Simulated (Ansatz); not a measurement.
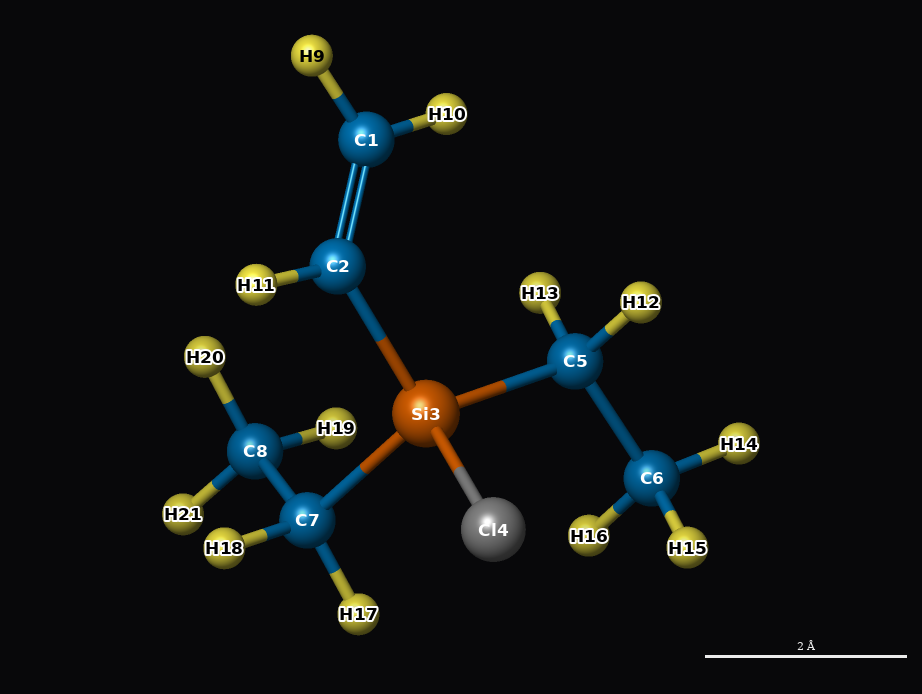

Atoms carry their numbers in the input. Computed geometry: PBE0-D4/def2-TZVP optimisation. No frequency run is at hand to confirm it as a minimum.

Give the bond lengths. Leave out bonds to hydrogen.

```tsv
bond	length (Å)	order
C1–C2	1.330	double
C2–Si3	1.858	single
Si3–Cl4	2.079	single
Si3–C5	1.869	single
Si3–C7	1.870	single
C5–C6	1.526	single
C7–C8	1.527	single
```
